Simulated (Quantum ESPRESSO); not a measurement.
# Voltage at the next charge: honeycomb SiGe, 1 layer against an electrode

How the rows were computed: Quantum ESPRESSO 7.5, PBEsol, GBRV ultrasoft; ESM with bc3, a metal electrode 5.00 Å above the top atoms; cell area 13.452 Å²; ions fixed. V is the potential energy of an electron at the electrode over the slab's Fermi level, divided by e, so that it equals the work function at zero charge; positive charge removes electrons.

```
charge (e a cell)  V (V)
                0  4.644
           0.0203  5.845
           0.0405  6.918
```

To predict: What is V at a charge of 0.0811 e, and what capacitance do the rows imply?

By hand: The last two rows give dV/dq = (6.918 − 5.845)/(0.0405 − 0.0203) = 53.1 V/e, so C = 1602/(13.452 × 53.1) = 2.24 µF/cm², an effective gap of 8.854/2.24 = 3.95 Å. At constant C, V = 6.918 + 53.1 × 0.0406 = 9.07 V.

What the calculation gave: V = 9.072 V; the estimate misses by 0.00 V, 0.1 % of the step. Over the three intervals C goes 2.01, 2.24 and 2.24 µF/cm².

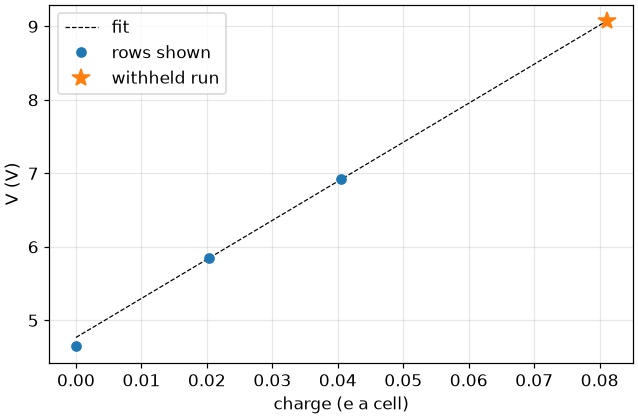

The rows shown, the fit and the withheld run.

**Limits.** Vacuum fills the gap; a dielectric or electrolyte would change C. The slab is thin.

[Logs are printed without paths, hosts, clocks, repeated set-up lines and the standing remarks that a program may print on its own settings, such as how far it seeks lower states.]
